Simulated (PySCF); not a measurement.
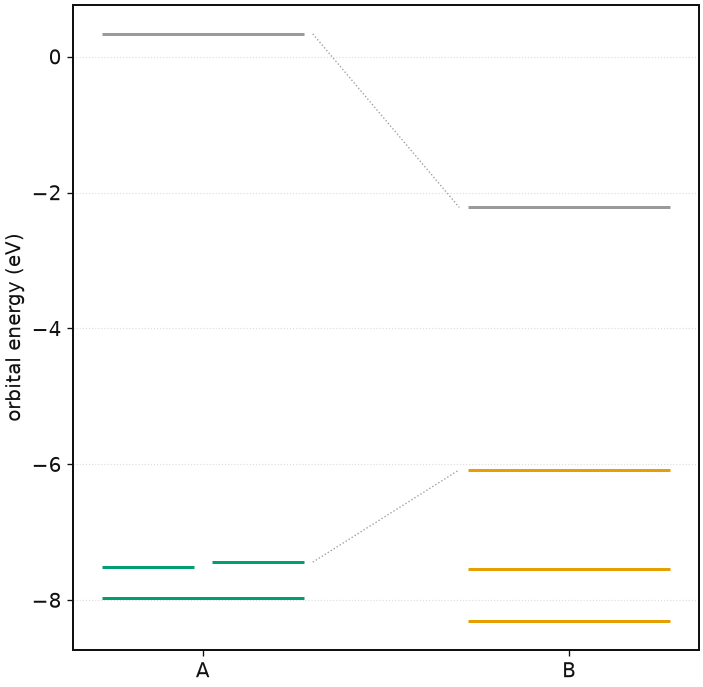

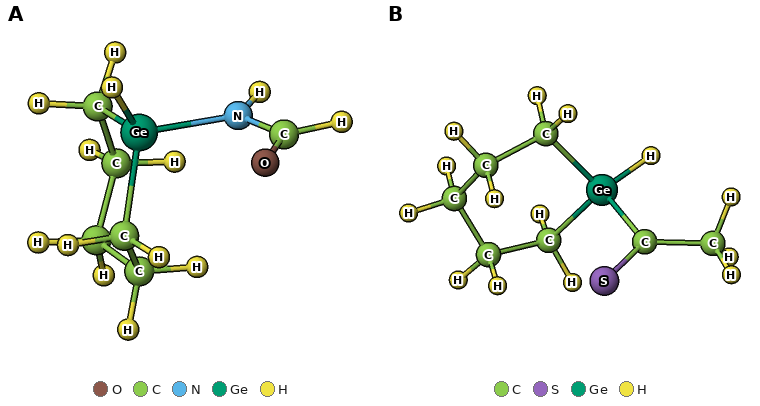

Related molecules: A is C₆H₁₃GeNO, SMILES O=C[NH][GeH]1[CH2]CCC[CH2]1, singlet; B is C₇H₁₄GeS, SMILES C[C](=S)[GeH]1[CH2]CCC[CH2]1, singlet. Frontier orbital energies, PBE0/def2-SVPD with PySCF, at a PBE0-D3(BJ)/def2-SVP geometry (no frequency check); drawn are at most three filled levels and, in grey, the LUMO with any level within 0.03 eV of it; dotted lines join the HOMOs and the LUMOs.

Question: What does the change do to the frontier levels?

Answer: From A to B the HOMO rises by 1.36 eV and the LUMO falls by 2.56 eV, so the separation goes from 7.78 to 3.86 eV.

Question: Does the ΔSCF ionisation energy follow the HOMO?

Answer: A: −ε(HOMO) 7.44, ΔSCF 9.13 eV; B: −ε(HOMO) 6.08, ΔSCF 7.88 eV.

Caveats, for all or some of the runs: empty levels above zero depend strongly on the basis; one conformer of a flexible molecule.
